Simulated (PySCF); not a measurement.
**EPR calculation of C₃H₉O₂Si₂**

- system: C₃H₉O₂Si₂, multiplicity 2
- method: UKS B3LYP, pcH-1 on C H O Si, non-relativistic, mean-field spin-orbit, GIAO (PySCF 2.14.0)

It belongs to a series of runs on one base structure; here: H removed from sp3 C.

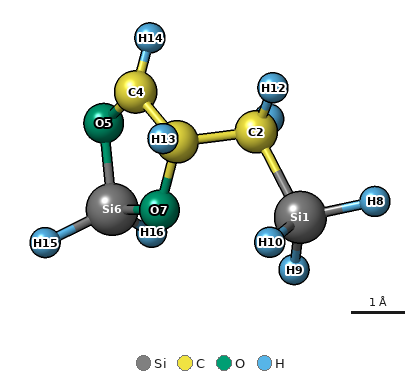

The structure as given in the input (ball-and-stick view, seen at a tilt; atoms are numbered from 1 in the order of the input). Bond lengths as drawn: C–C 1.49 to 1.53 Å, C–H 1.08 to 1.10 Å, C–O 1.35 to 1.41 Å, C–Si 1.90 Å, H–Si 1.45 to 1.47 Å and O–Si 1.63 to 1.65 Å.

## Input
```
{"job": {"kind": "epr", "basis": "pcH-1"}, "charge": 0, "multiplicity": 2}
Si    -2.101870    -0.286847    -0.775152
C     -0.939317    -0.636338     0.692869
C      0.088544     0.495595     0.756815
C      1.337827     0.116112     1.472679
O      2.401930    -0.013705     0.644433
Si     2.024750     0.486134    -0.886993
O      0.463663     0.845932    -0.561453
H     -3.273431    -1.156314    -0.606677
H     -1.451220    -0.601720    -2.044099
H     -2.528587     1.110395    -0.724836
H     -0.418184    -1.583180     0.543166
H     -1.469859    -0.701009     1.641280
H     -0.388548     1.379867     1.205207
H      1.346222    -0.494859     2.357492
H      2.743478     1.701407    -1.225529
H      2.157005    -0.652525    -1.782516
```

The first line tells a small driver script what to run in PySCF; the rest is the geometry in Å.

Run on 1 CPU thread, shared host.

Launched with:
```bash
OMP_NUM_THREADS=1 python <driver script> task.json out
```

## What the program printed
```
UKS, coarse grid
  cycle   1  E = -849.03801481  |g| = 6.98e-01
  cycle   2  E = -848.75253704  |g| = 1.13e+00
  cycle   3  E = -849.19823067  |g| = 9.74e-02
  cycle   4  E = -849.20119431  |g| = 4.23e-02
  cycle   5  E = -849.20202141  |g| = 1.06e-02
  cycle   6  E = -849.20207314  |g| = 3.34e-03
  cycle   7  E = -849.20207665  |g| = 1.50e-03
  cycle   8  E = -849.20207741  |g| = 7.49e-04
UKS, final grid
  cycle   1  E = -849.20206722  |g| = 1.20e-03
  cycle   2  E = -849.20206624  |g| = 2.09e-03
  cycle   3  E = -849.20206770  |g| = 1.06e-04
  cycle   4  E = -849.20206771  |g| = 2.64e-05
E = -849.20206771 Eh   <S^2> = 0.7534 (exact 0.7500)
g shifts (ppm)      1          2          3
  rmc          -192       -192       -192
  gc             -3         14         31
  oz_so          67       1272       1781
  total        -128       1094       1620
hyperfine (MHz)  atom isotope    a_iso     a_fc   dipolar eigenvalues
    0  29Si      -6.99      -7.01     -3.31      1.60      1.72
    1   13C      56.53      56.54     -4.62     -4.27      8.89
    2   13C     -18.33     -18.34     -2.07     -1.35      3.42
    3   13C     156.74     156.78    -77.67    -76.49    154.16
    4   17O     -23.57     -23.60    -59.89     29.23     30.66
    5  29Si       3.44       3.44     -1.63      0.39      1.24
    6   17O       0.43       0.43     -1.11      0.31      0.80
    7    1H       3.45       3.45     -0.83     -0.40      1.23
    8    1H      -0.91      -0.91     -0.92     -0.60      1.52
    9    1H      -0.35      -0.35     -1.00     -0.59      1.59
   10    1H      -1.37      -1.37     -5.42     -1.76      7.18
   11    1H      -3.00      -3.00     -3.77     -2.19      5.96
   12    1H      70.39      70.39     -5.55     -4.67     10.21
   13    1H     -32.62     -32.65    -35.36     -1.78     37.14
   14    1H       2.77       2.77     -2.10     -1.90      4.00
   15    1H       4.44       4.44     -2.07     -1.90      3.98
```

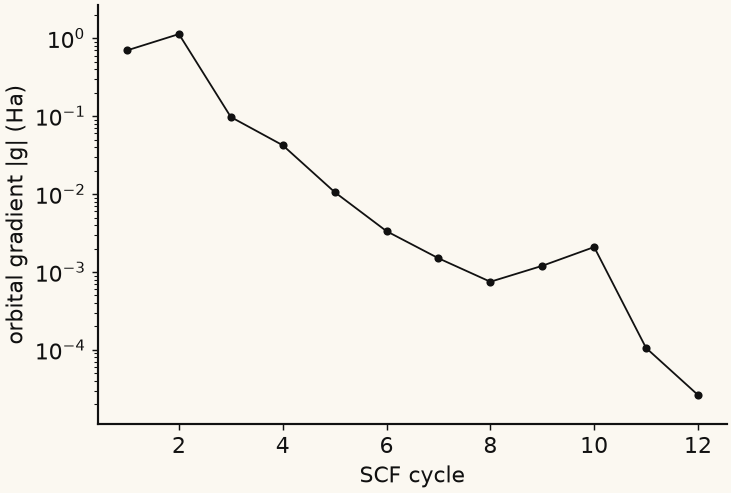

Convergence of the self-consistent field: orbital gradient |g| against the SCF cycle. All cycles printed in the log are drawn one after another.

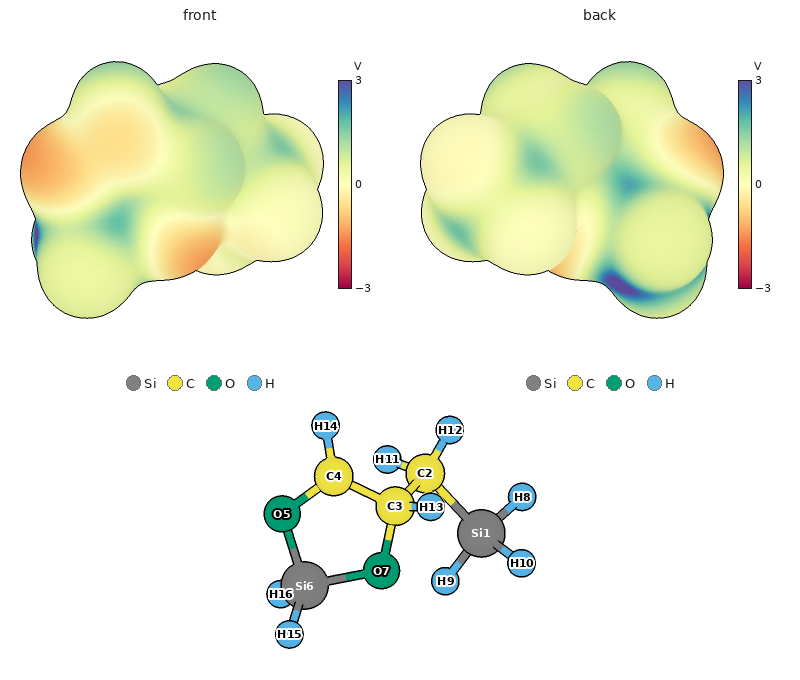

The electrostatic potential painted on the density surface at 0.004 e/bohr³, seen at a tilt and from behind; red is negative and blue positive. The bare structure is drawn below in the same view.

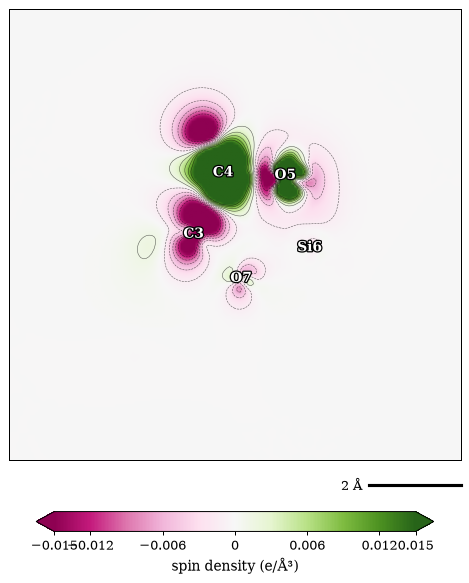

Spin density (α minus β) on the plane of atoms O5, Si6 and O7. The unpaired spin (1 electron) lies mostly on C4 (about 0.6) and O5 (about 0.2), in electrons by Hirshfeld's partition.

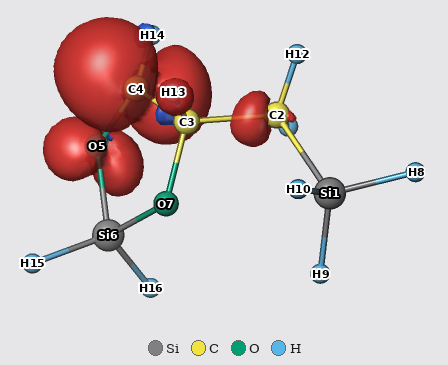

Isosurfaces of the spin density (α minus β) at +0.03 (red) and −0.03 e/Å³ (blue), seen at a tilt. The unpaired spin (1 electron) lies mostly on C4 (about 0.6) and O5 (about 0.2), in electrons by Hirshfeld's partition.

## Key numbers

- outcome: converged
- total energy: −849.202068 hartree
- ⟨S²⟩: 0.753
- isotropic g: 2.0032
- wall time: 1.9 min
- peak memory: 1 GiB
